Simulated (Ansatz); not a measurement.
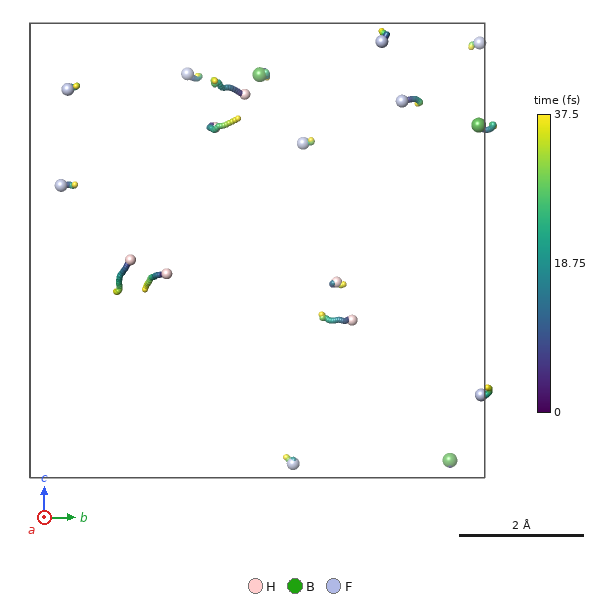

First-principles dynamics of a periodic cell with 3 H2 + 3 BF3 at 0.874 g/cm³, 38 fs long. It starts from the last geometry of an earlier run, with fresh velocities. Dots mark each atom's position at evenly spaced times, coloured by time; spheres stand at the starting positions. Seen along the a axis in the simulation cell.

All numbers below come from Ansatz 0.2.0, DFT r2SCAN-D3(BJ), scalar-relativistic, plane waves, PAW. Run with plane-wave cutoff 500 eV; k-point mesh 1 × 1 × 1; Fermi-Dirac smearing 0.02 eV; Langevin thermostat (NVT); set temperature 400 K; time step 0.75 fs; H given the mass 2.014 u; friction 0.05 per fs.

Input file:
```yaml
crystal:
  lattice:
    - [7.35453, 0.0, 0.0]
    - [0.0, 7.35453, 0.0]
    - [0.0, 0.0, 7.35453]
  atoms:
    - { symbol: H, position: [0.87550231, 0.30103413, 0.44855716] }
    - { symbol: H, position: [0.92909196, 0.22123662, 0.47904146] }
    - { symbol: H, position: [0.5810548, 0.47279771, 0.84333309] }
    - { symbol: H, position: [0.55559581, 0.40701694, 0.7704171] }
    - { symbol: H, position: [0.52666468, 0.70870898, 0.34645871] }
    - { symbol: H, position: [0.47608126, 0.67473201, 0.43023701] }
    - { symbol: B, position: [0.02587038, 0.92387246, 0.03824031] }
    - { symbol: F, position: [0.17684163, 0.98961559, -0.04369144] }
    - { symbol: F, position: [-0.04765155, 0.77422504, -0.04057427] }
    - { symbol: F, position: [-0.04040767, 0.99271953, 0.18208732] }
    - { symbol: B, position: [0.19312546, 0.50583934, 0.88650244] }
    - { symbol: F, position: [0.26712515, 0.57901023, 1.03088525] }
    - { symbol: F, position: [0.11316952, 0.34668132, 0.88833977] }
    - { symbol: F, position: [0.20817185, 0.60109576, 0.73566305] }
    - { symbol: B, position: [0.57811233, -0.01287603, 0.77552098] }
    - { symbol: F, position: [0.70901399, 0.08334881, 0.8542135] }
    - { symbol: F, position: [0.4803048, 0.0684832, 0.64284952] }
    - { symbol: F, position: [0.55200509, -0.18131688, 0.82830854] }
basis:
  ecutwfc: 500.0
kpoints:
  mp_grid: { grid: [1, 1, 1] }
hamiltonian:
  xc: r2scan
  dispersion: d3bj
scf:
  occupations: { method: fermi_dirac, width: 0.02 }
  lower_state_search: "off"
md:
  timestep: 0.75
  n_steps: 50
  ensemble: nvt_langevin
  temperature: 400.0
  initial_velocities: maxwell_boltzmann
  seed: 688956
  friction: 0.05
  masses: [{ species: H, mass: 2.014 }]
```

Run as
```bash
ansatz run input.yaml --threads 1 --pin off --max-ram 3072MiB --backend cpu --events-out ev --progress --plain --runs-dir out
```

What do the traces tell about the motion?

Answer. Root-mean-square distances from the starting positions over the second half, with the common drift of all atoms taken out: H 0.46 Å, F 0.18 Å, B 0.15 Å. The heavy atoms stay within a fraction of a molecule's size of their starting places; so short a run doesn't tell a liquid from a solid.

Limits of the set-up: masses were changed (H 2.014 u), which shifts the vibrations; the periodic images lie only 7.4 Å apart, so the values are limited by the cell's size.

Cost: 17 min on 1 thread of Arm Neoverse V2, with other jobs on the host, peak memory 1 GiB.
